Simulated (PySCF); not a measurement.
# C6H17AlS: excited-state calculation

- system: C6H17AlS
- method: TDDFT wB97X-D/def2-SVPD, vertical, gas phase, core orbitals frozen in the response (PySCF 2.14.0)

The geometry comes from this level: PBE0-D3(BJ)/def2-SVP. It belongs to a series of runs on one base structure; here: H on Al replaced by tBu.

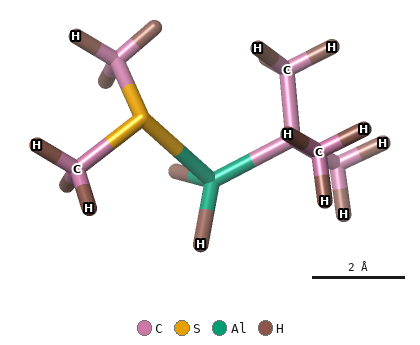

*The structure as given in the input (stick view, seen at a tilt). Sticks mark near contacts.*

Bond lengths as drawn: Al–C 2.00 Å, Al–H 1.61 Å, Al–S 2.48 Å, C–C 1.53 Å, C–H 1.10 to 1.11 Å and C–S 1.80 to 1.81 Å.

The input
```
{"job": {"kind": "uv", "xc": "wB97X-D", "basis": "def2-SVPD", "ip": true}, "charge": 0, "multiplicity": 1}
C     -3.095837    -1.453462     0.334964
S     -1.845700    -0.252178     0.837289
C     -2.505330     1.250227     0.085207
Al    -0.041869    -0.906943    -0.738593
C      1.547537     0.081701    -0.031754
C      2.647747     0.010150    -1.095408
C      2.041211    -0.572630     1.259343
C      1.208713     1.548321     0.238175
H     -2.749893    -2.434660     0.684652
H     -3.190187    -1.472613    -0.760320
H     -4.057786    -1.207387     0.805385
H     -2.604411     1.116623    -1.001135
H     -1.783402     2.051988     0.287418
H     -3.470780     1.501050     0.545935
H     -0.757103    -0.341985    -2.071229
H     -0.148291    -2.489811    -0.469457
H      2.338695     0.479757    -2.044799
H      3.563676     0.535030    -0.756948
H      2.941782    -1.029643    -1.320531
H      1.275140    -0.551737     2.053691
H      2.934099    -0.050861     1.657832
H      2.321006    -1.627680     1.104951
H      0.473608     1.657818     1.055527
H      0.801830     2.055435    -0.653806
H      2.107932     2.116023     0.550260
```

The first line tells a small driver script what to run in PySCF; the rest is the geometry in Å.

Machine: 1 CPU thread, shared host.

Run as:
```bash
OMP_NUM_THREADS=1 python <driver script> task.json out
```

Log
```
coarse grid: 20304 points
cycle   1  E = -878.9027000443  dE =  4.351e-01  |g| = 3.506e-01  |ddm| = 8.756e+00
cycle   2  E = -878.9276342086  dE = -2.493e-02  |g| = 2.595e-01  |ddm| = 1.609e+00
cycle   3  E = -878.9454478111  dE = -1.781e-02  |g| = 4.737e-02  |ddm| = 6.467e-01
cycle   4  E = -878.9461390015  dE = -6.912e-04  |g| = 1.351e-02  |ddm| = 2.070e-01
cycle   5  E = -878.9461900323  dE = -5.103e-05  |g| = 3.257e-03  |ddm| = 7.540e-02
cycle   6  E = -878.9461936337  dE = -3.601e-06  |g| = 6.912e-04  |ddm| = 1.447e-02
final grid: 182208 points
cycle   7  E = -879.0563968668  dE = -1.459e-04  |g| = 4.989e-03  |ddm| = 3.058e-01
cycle   8  E = -879.0564012406  dE = -4.374e-06  |g| = 3.638e-03  |ddm| = 4.442e-02
cycle   9  E = -879.0564045155  dE = -3.275e-06  |g| = 5.072e-04  |ddm| = 8.941e-03
cycle  10  E = -879.0564046336  dE = -1.182e-07  |g| = 1.281e-04  |ddm| = 5.029e-03
cycle  11  E = -879.0564046407  dE = -7.021e-09  |g| = 4.637e-05  |ddm| = 8.574e-04
cycle  12  E = -879.0564046416  dE = -8.977e-10  |g| = 1.308e-05  |ddm| = 2.932e-04
```

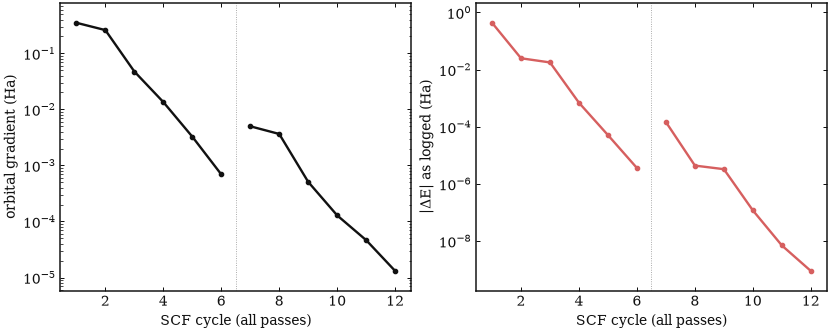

*Convergence of the self-consistent field: orbital gradient and size of the energy change against the SCF cycle. The dotted line marks the change from a coarse to the final integration grid.*

The first 6 cycles use a coarse grid, the final grid takes over at cycle 7, and the field converges after 12 cycles in all.

```
converged SCF energy = -879.0564046416

Static polarisability (au): isotropic 128.001, principal 114.206 125.084 144.714

Singlet excitations
state   eV       nm        f      main configurations
  1   5.9327    209.0   0.00622   H->L 0.56, H->L+2 0.19, H->L+4 0.16
  2   6.2029    199.9   0.00167   H->L+1 0.51, H->L+4 0.11, H->L+2 0.10
  3   6.4879    191.1   0.00516   H->L+3 0.37, H->L+2 0.17, H-2->L 0.12
  4   6.5543    189.2   0.00851   H-2->L 0.33, H-2->L+1 0.20, H->L+2 0.11
  5   6.8233    181.7   0.00288   H-1->L 0.58, H-1->L+4 0.18, H-1->L+2 0.13
  6   7.0103    176.9   0.10620   H->L+3 0.27, H->L+2 0.25, H->L+1 0.17
  7   7.2722    170.5   0.02430   H->L+7 0.21, H-2->L+1 0.12, H->L+4 0.12
  8   7.3462    168.8   0.13775   H-2->L+1 0.25, H->L+7 0.19, H-2->L 0.16
  9   7.3746    168.1   0.00145   H-1->L+1 0.29, H-1->L+2 0.17, H-1->L 0.12
 10   7.4345    166.8   0.09711   H->L+4 0.24, H-1->L+2 0.16, H->L+5 0.10

Triplet excitations (Tamm-Dancoff, eV): 5.7211 5.9843 6.1616 6.4107
Vertical ionisation energy (delta-SCF) = 8.0800 eV
```

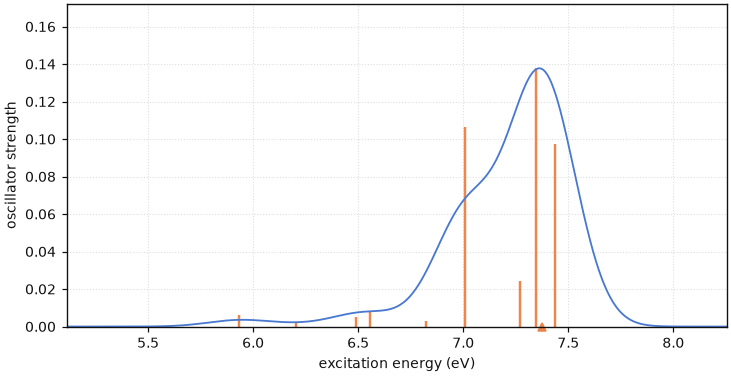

*Computed excitations as sticks (degenerate states added up, dark ones marked on the axis), with a Gaussian envelope of 0.35 eV full width at half maximum, scaled to the tallest.*

Of the 10 states the lowest lies at 5.93 eV (f = 0.006); the strongest line is at 7.35 eV, or 169 nm (f = 0.138).

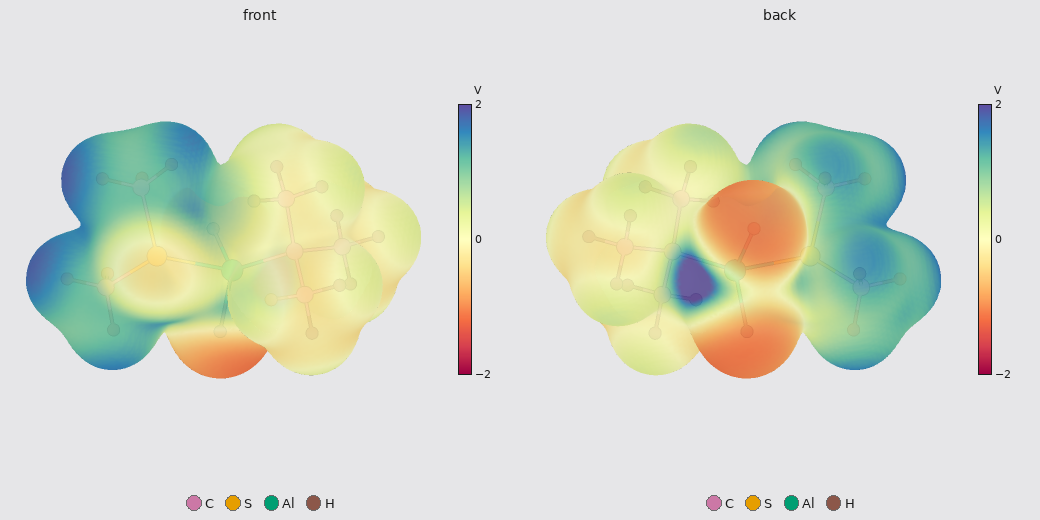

*The molecular electrostatic potential painted on the density surface at 0.004 e/bohr³, seen at a tilt and from behind; red is negative and blue positive.*

Its dipole moment is 4.45 D.

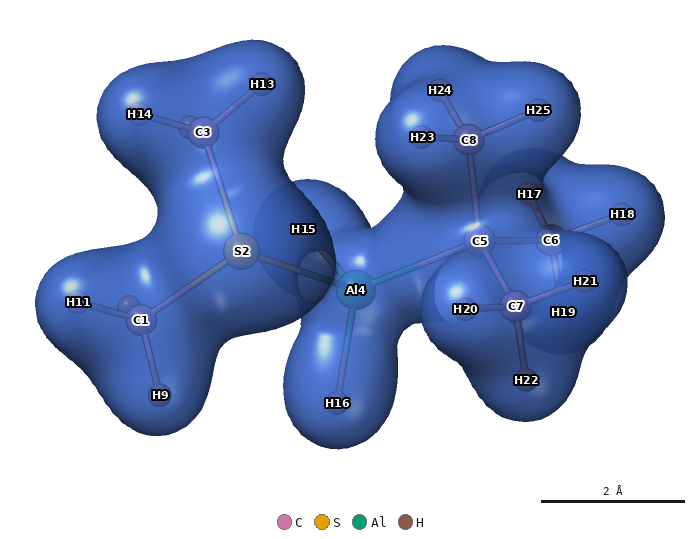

*Isosurface of the total electron density at 0.2 e/Å³ (blue), seen face on.*

At this value the surface is in one piece. On the grid the lowest density along these lines, outside the cores, is 1.6 e/Å³ (C–C, 1.53 Å), 1.3 e/Å³ (C–S, 1.80 Å), 0.58 e/Å³ (C–Al, 2.00 Å) and 0.24 e/Å³ (Al–S, 2.48 Å).

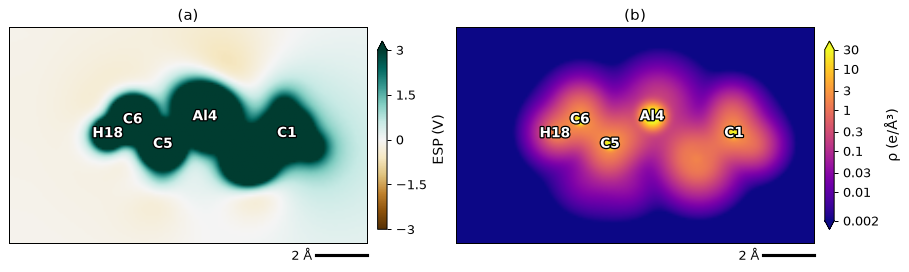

*(a) electrostatic potential; (b) total electron density on the plane of atoms Al4, C5 and C6.*

C–C (1.53 Å): ρ is about 1.6 e/Å³ halfway.

Summary

| quantity | value |
| --- | --- |
| outcome | converged |
| total energy | −879.056405 hartree |
| HOMO | −8.12 eV |
| LUMO | 1.64 eV |
| dipole moment | 4.45 D |
| mean polarisability | 128.00 a.u. |
| vertical ionisation energy | 8.08 eV |
| lowest singlet excitation | 5.93 eV |
| wall time | 3.6 min |
| peak memory | 1.6 GiB |
